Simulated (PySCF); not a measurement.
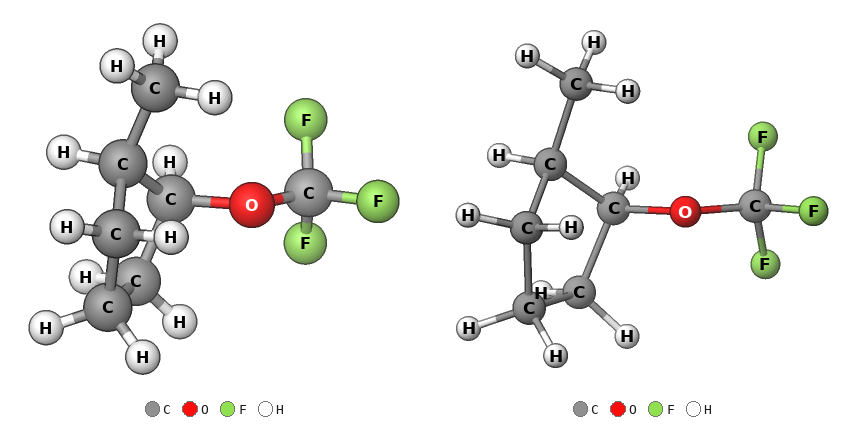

Two views of one molecule.

The geometry was computed by an optimisation with PBE0-D3(BJ)/def2-SVP. No frequency run is at hand to confirm it as a minimum.

Give the formula.

C7H11F3O, 22 atoms: 7 carbon, 11 hydrogen, 3 fluorine and 1 oxygen.

Name functional groups in it.

Among them: ether, C–F bond.

Write the SMILES.

C[C@@H]1CCC[C@@H]1OC(F)(F)F

Which point group does it belong to?

C1.

How many bonds of each kind are drawn?

11 C–H, 6 C–C, 3 C–F, 2 C–O.

The parts below concern this one geometry. Atoms keep their numbers from picture to picture.

Shape

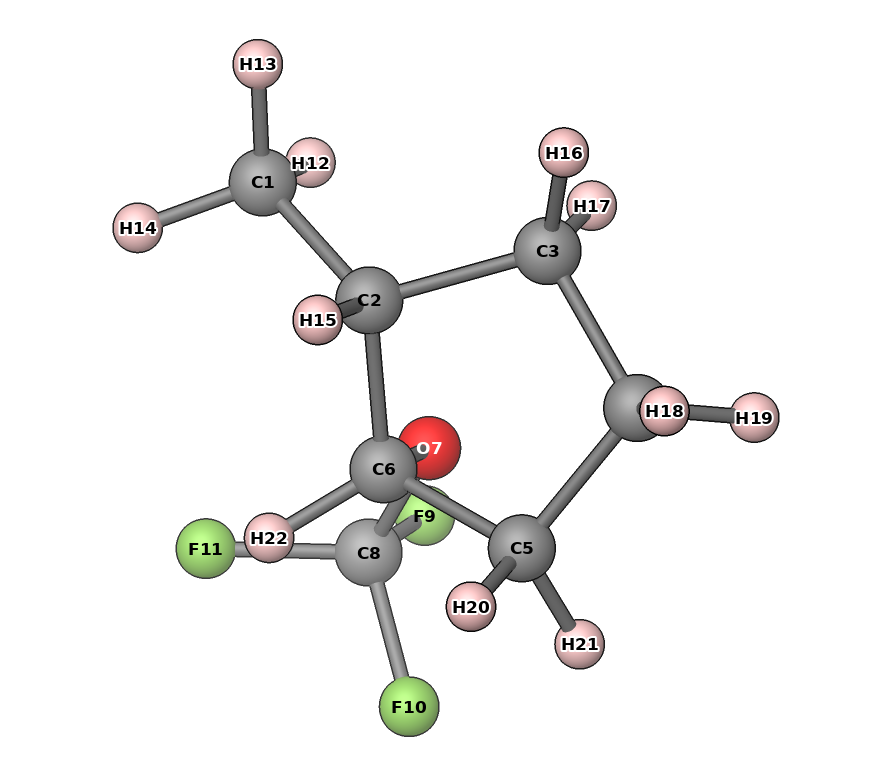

O7 lies behind C6. The molecule seen a little off the C6–O7 bond, C6 in front. Distant atoms are faded towards the background colour. No frequency run is at hand to confirm it as a minimum.

What is the torsion angle C2–C6–O7–C8? The sign is positive where the front bond must turn clockwise to cover the back bond.

−145°, anticlinal.

NMR shielding

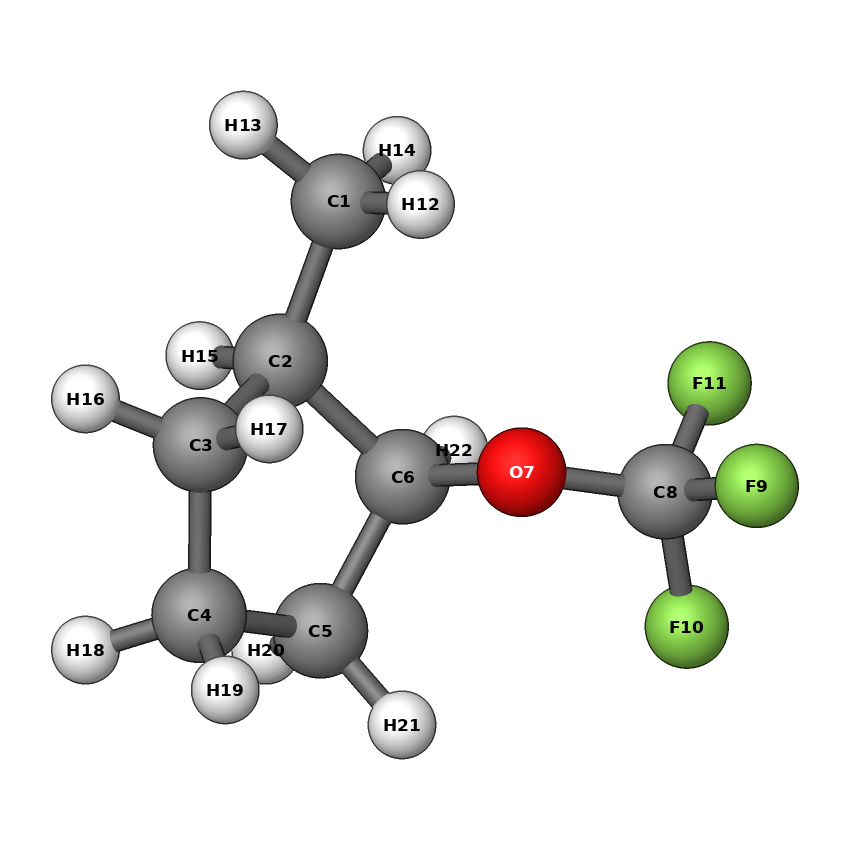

No frequency run is at hand to confirm it as a minimum. Method: GIAO PBE0/pcSseg-1 NMR shielding, non-relativistic, IEF-PCM dimethylsulfoxide (PySCF 2.14.0). Principal shieldings σ11 ≤ σ22 ≤ σ33, span Ω = σ33 − σ11, skew κ = 3(σiso − σ22)/Ω.

Give the shielding tensors of the O atoms.

```json
{"atom": "O7", "σ11": "171.9", "σ22": "200.4", "σ33": "250.2", "σiso": "207.5", "Ω": "78.2", "κ": "0.27"}
```

Shieldings and span in ppm.

Electronic properties

No frequency run is at hand to confirm it as a minimum. Level of theory: PBE0/pcSseg-1 in chloroform (IEF-PCM) (PySCF 2.14.0).

Estimate the dipole moment.

3.09 D.

What is the LUMO energy (Kohn–Sham orbital)?

1.30 eV.

Estimate the HOMO energy (Kohn–Sham orbital).

−8.60 eV.

Charges

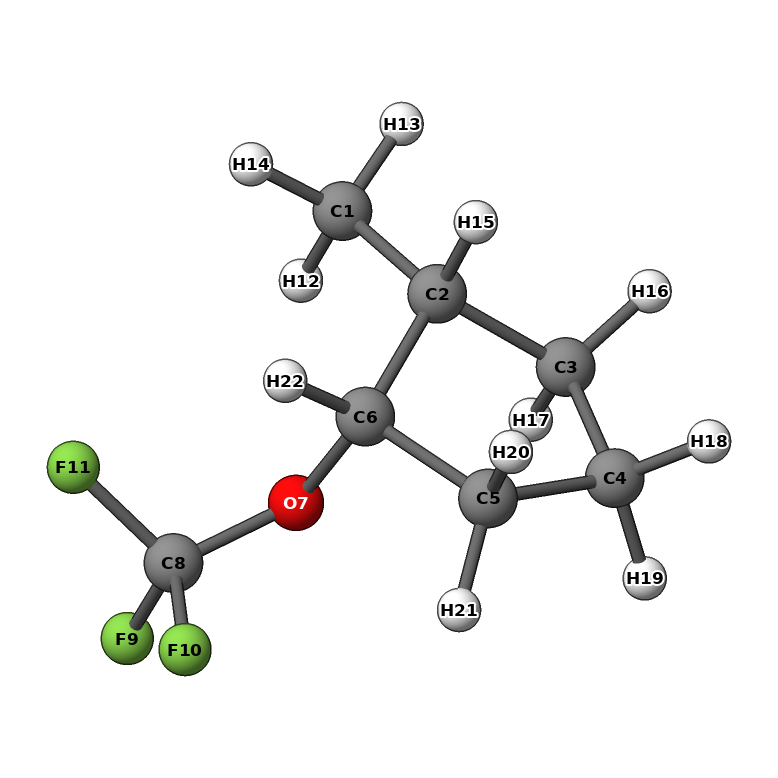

The questions are on Mulliken charges. No frequency run is at hand to confirm it as a minimum. Method: PBE0/pcSseg-1 in chloroform (IEF-PCM) (PySCF 2.14.0).

Which atom carries the highest charge (most positive or least negative)?

C8 (0.96 e).

And the lowest?

O7 (−0.49 e).

List the Mulliken charges.

```csv
atom,value (e)
C1,−0.19
C2,−0.33
C3,−0.16
C4,−0.23
C5,−0.12
C6,−0.05
O7,−0.49
C8,0.96
F9,−0.25
F10,−0.28
F11,−0.28
H12,0.12
H13,0.12
H14,0.12
H15,0.14
H16,0.13
H17,0.12
H18,0.13
H19,0.13
H20,0.14
H21,0.13
H22,0.14
```

Mulliken values depend strongly on the basis set and can even reverse the polarity of a bond.
